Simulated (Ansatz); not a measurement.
# CH$_{5}$BO$_{2}$Si (SMILES O[SiH]1BCO1): what the fields show

```json
{"atom": "O", "x (Å)": "-2.0814", "y (Å)": "0.7205", "z (Å)": "-0.3168"}
{"atom": "Si", "x (Å)": "-0.6413", "y (Å)": "0.0291", "z (Å)": "-0.7641"}
{"atom": "B", "x (Å)": "0.2152", "y (Å)": "-1.1299", "z (Å)": "0.6402"}
{"atom": "C", "x (Å)": "1.2465", "y (Å)": "0.0664", "z (Å)": "0.6633"}
{"atom": "O", "x (Å)": "0.7424", "y (Å)": "0.9265", "z (Å)": "-0.3975"}
{"atom": "H", "x (Å)": "-2.4610", "y (Å)": "1.3640", "z (Å)": "-0.9274"}
{"atom": "H", "x (Å)": "-0.6943", "y (Å)": "-0.2590", "z (Å)": "-2.2304"}
{"atom": "H", "x (Å)": "0.2021", "y (Å)": "-2.1468", "z (Å)": "1.2625"}
{"atom": "H", "x (Å)": "2.2856", "y (Å)": "-0.2308", "z (Å)": "0.4504"}
{"atom": "H", "x (Å)": "1.2695", "y (Å)": "0.6088", "z (Å)": "1.6227"}
```

The calculation used RKS PBE0-D4/6-31G* (Ansatz).

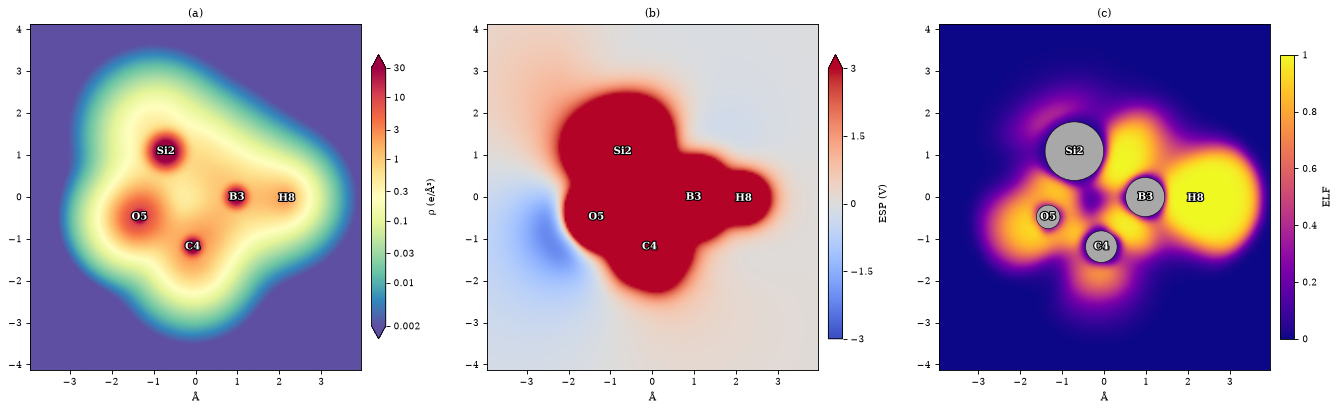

Figure 1. (a) electron density; (b) molecular electrostatic potential; (c) ELF on the plane of atoms Si2, B3 and C4. Grey discs cover the atomic cores in the ELF map.

**What does the map show?**

The plane passes through Si, B, C, O and H nuclei. C–O (1.46 Å): ρ is about 1.9 e/Å³ halfway, with its minimum of 1.6 e/Å³ about 0.5 Å from C; the ELF peaks at about 0.85 between the atoms; a polar covalent bond. C–B (1.58 Å): ρ is about 1.4 e/Å³ halfway; the ELF peaks at about 0.95 between the atoms (a covalent bond). Si–B (2.01 Å): ρ at the midpoint is about 0.77 e/Å³; the ELF peaks at about 0.95 between the atoms; a shared electron pair. B–H (1.19 Å): the density is about 1.2 e/Å³ at the midpoint; the ELF climbs to about 1 towards the hydrogen, as it does in any bond to H: a covalent bond by its length. The ELF also peaks beside O5, away from the bonds: lone-pair regions. Outside the dense part of the molecule the potential is most negative (−2.1 V) near O5.

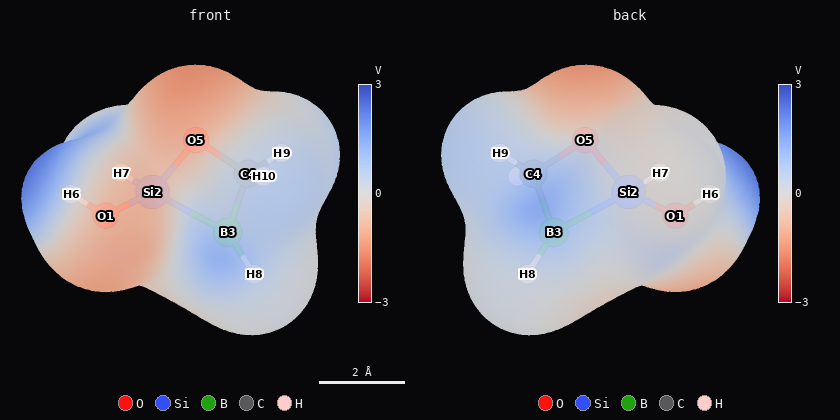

Figure 2. The electrostatic potential painted on the density surface at 0.001 e/bohr³, seen from the front and from behind; red is negative and blue positive.

**Describe the electrostatic potential map.**

The most negative region (about −1.5 V) lies over O5, the most positive (about +2.2 V) over H6. O5 is the likeliest acceptor of a hydrogen bond.

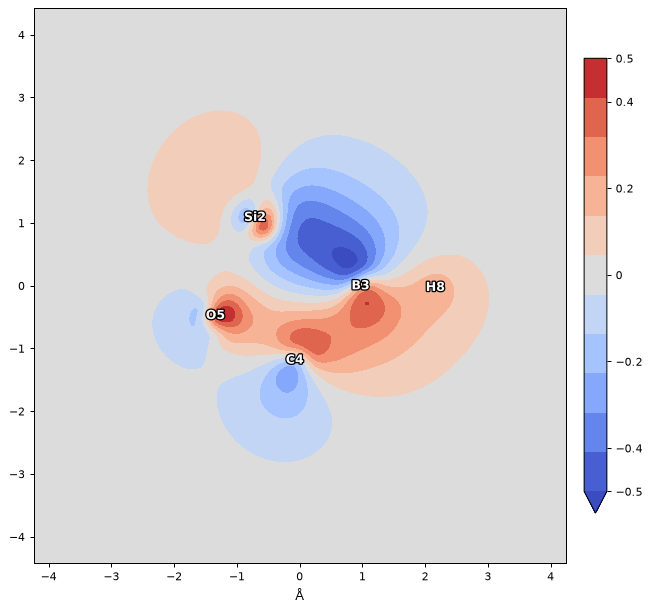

Figure 3. One frontier orbital on the plane of atoms Si2, B3 and C4 (values in Å⁻³ᐟ²; the overall sign is arbitrary).

**Which orbital is it: HOMO or LUMO?**

The HOMO, at −7.49 eV. By Hirshfeld shares it lies mainly on B3 (about 30 %), Si2 (about 25 %), O5 (about 10 %), C4 (about 10 %) and H7 (about 10 %).
